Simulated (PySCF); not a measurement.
## Electronic structure of H5O5PSi2 (SMILES O=P(O)(O)O[Si]O[SiH3]) (triplet) in real space

The calculation's input:

```
{"job": {"kind": "epr"}, "charge": 0, "multiplicity": 3}
Si    -0.033616    -1.424610    -1.463611
O      1.534698    -1.084006    -1.045809
Si     2.350175    -0.983416     0.421745
O     -1.082600    -0.090075    -1.399979
P     -1.754854     0.467087    -0.040789
O     -2.704517    -0.415569     0.647719
O     -2.324386     1.880917    -0.551925
O     -0.479708     0.885964     0.850816
H      1.552233    -1.625035     1.504036
H      3.659710    -1.673045     0.258313
H      2.587441     0.456449     0.730807
H     -3.278592     1.927932    -0.408764
H     -0.015773     1.660051     0.504871
```

Command:

```sh
OMP_NUM_THREADS=1 python cluster_run.py task.json out
```

Geometry: PBE0-D3(BJ)/def2-SVP.

The calculation used UKS B3LYP, IGLO-III on O P Si, pcH-1 on H, non-relativistic, mean-field spin-orbit, GIAO in PySCF.

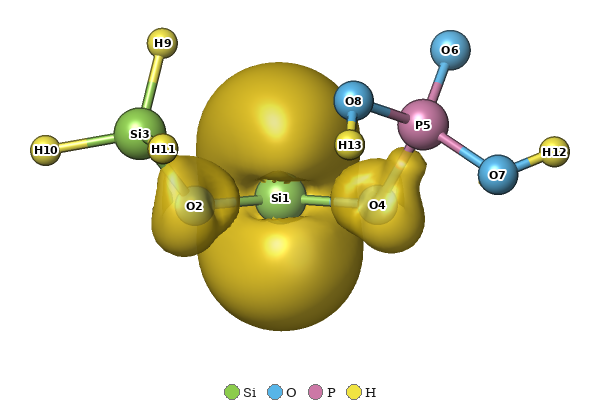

Figure 1. Isosurface of the spin density (α minus β) at +0.02 e/Å³ (yellow), seen from one side.

Which atoms carry the spin?

The unpaired spin (2 electrons) lies mostly on Si1 (about 1.6), O2 (about 0.2) and O4 (about 0.2), in electrons by Hirshfeld's partition.

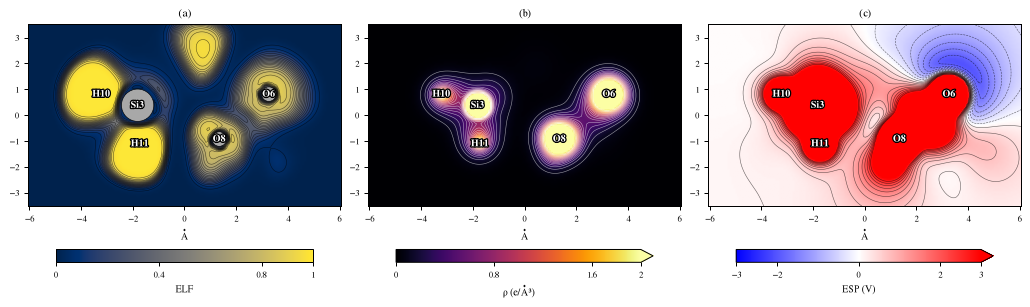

Figure 2. (a) ELF; (b) total electron density; (c) molecular electrostatic potential on the plane of atoms H10, Si3 and H11. Grey discs cover the atomic cores in the ELF map.

What does the map show?

The section cuts through Si, O and H sites. Si–H (1.49 Å): the density is about 0.82 e/Å³ at the midpoint; the ELF climbs to about 1 towards the hydrogen, as it does in any bond to H. The ELF also peaks beside O6, away from the bonds: non-bonding electrons, paired or unpaired. Outside the dense part of the molecule the potential is most negative (−2.0 V) near O6.

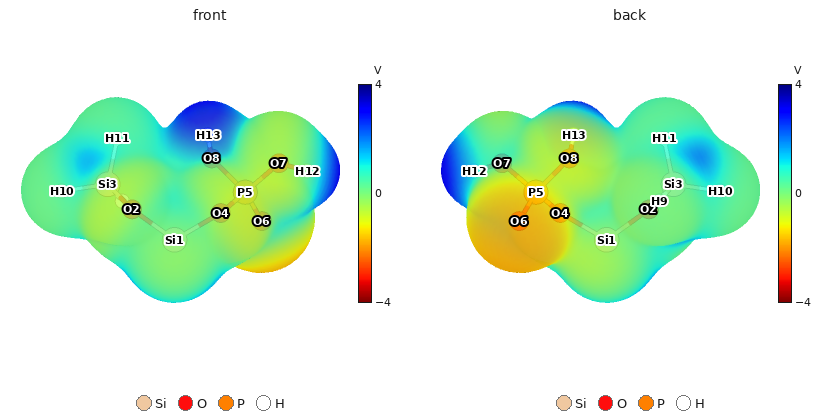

Figure 3. The electrostatic potential painted on the density surface at 0.002 e/bohr³, seen from the front and from behind; red is negative and blue positive.

Describe the electrostatic potential map.

The most negative region (about −1.9 V, or −44 kcal/mol for a unit charge) lies over O6, the most positive (about +3.1 V, or +71 kcal/mol for a unit charge) over H12 and H13. O6 is the likeliest acceptor of a hydrogen bond.
